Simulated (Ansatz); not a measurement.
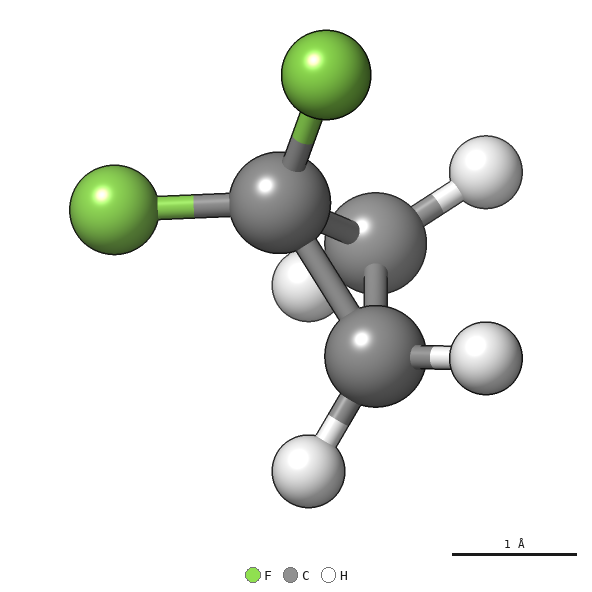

Rendered structure (ball-and-stick style).

> Give the formula.

C3H4F2, 9 atoms: 3 carbon, 4 hydrogen and 2 fluorine.

> What is its SMILES?

FC1(F)CC1

> Which point group does it belong to?

C2v.

More results for the same structure follow; atom numbers are the same in all pictures, views and colours differ. The geometry was computed by an optimisation with PBE0-D4/def2-TZVP.

## Geometry

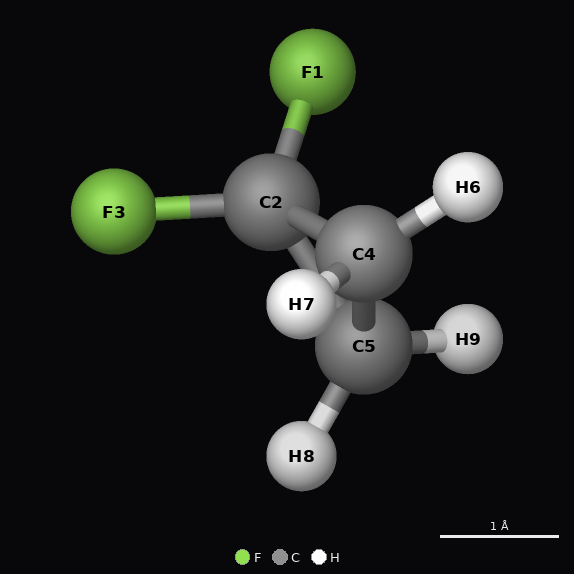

List the bonds and their lengths.

```tsv
bond	length (Å)	order
F1–C2	1.343	single
C2–F3	1.343	single
C2–C4	1.469	single
C2–C5	1.469	single
C4–C5	1.536	single
C4–H6	1.082	single
C4–H7	1.082	single
C5–H8	1.082	single
C5–H9	1.082	single
```

## Electronic properties

Method: RKS PBE0-D4/def2-SVP (Ansatz 0.2.0).

> What is the HOMO energy (Kohn–Sham orbital)?

−8.26 eV.

> Estimate the dispersion correction.

−10.6 kJ/mol.

> What is the LUMO energy (Kohn–Sham orbital)?

1.95 eV.

## Vibrations

Harmonic vibrations computed with RKS PBE0-D4/def2-TZVP (Ansatz 0.2.0) at a stationary point of the same level.

> How many vibrational modes are there, and where do they lie?

21 modes: 334, 353, 476, 544, 739, 757, 884, 953, 1001, 1035, 1049, 1107, 1181, 1310, 1383, 1434, 1531, 3163, 3164, 3253, 3265 cm⁻¹.

## Thermal motion

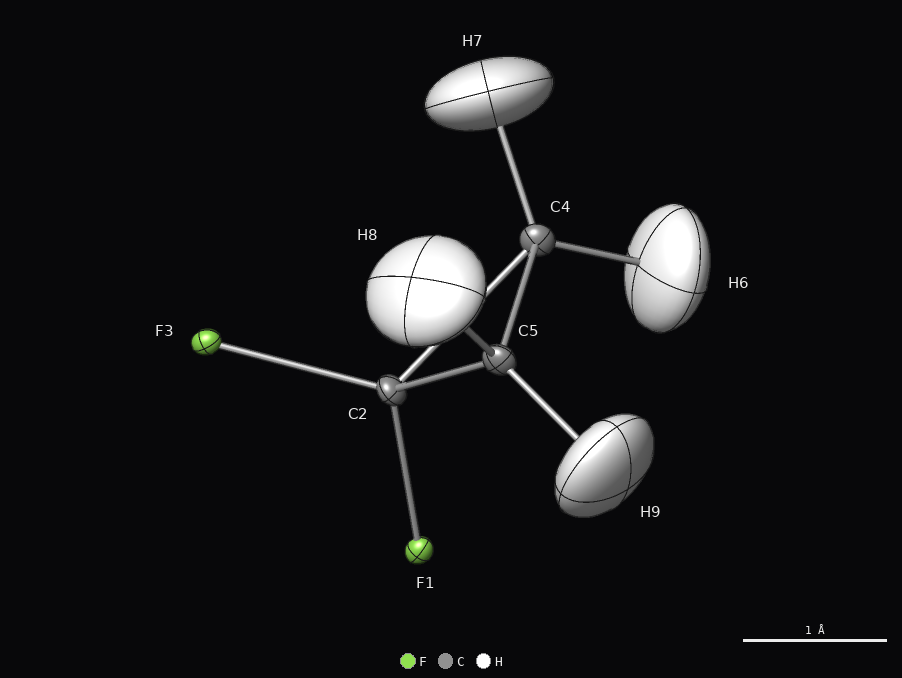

Displacement ellipsoids at the 50 % level, enlarged 2 times, from the internal vibrations of the free molecule (harmonic, no overall translation or rotation; no half-axis is drawn under 0.075 Å). Vibrations computed with RKS PBE0-D4/def2-TZVP (Ansatz 0.2.0). Temperature: 298 K.

> Which atom has the largest mean-square displacement?

H6, H7, H8, H9, with U_eq = 0.0157 Å².

> Does H8 move more along its bond or across it?

Across it: the root-mean-square amplitude is 0.080 Å along the bond and up to 0.150 Å across, since bending and torsion are softer than stretching.

List U_eq and the three principal root-mean-square amplitudes for each kind of atom.

```tsv
atom	U_eq (Å²)	rms amplitudes (Å)
F1, F3	0.0010	0.029, 0.031, 0.037
C2	0.0013	0.031, 0.038, 0.039
C4, C5	0.0014	0.030, 0.040, 0.041
H6, H7, H8, H9	0.0157	0.079, 0.136, 0.150
```
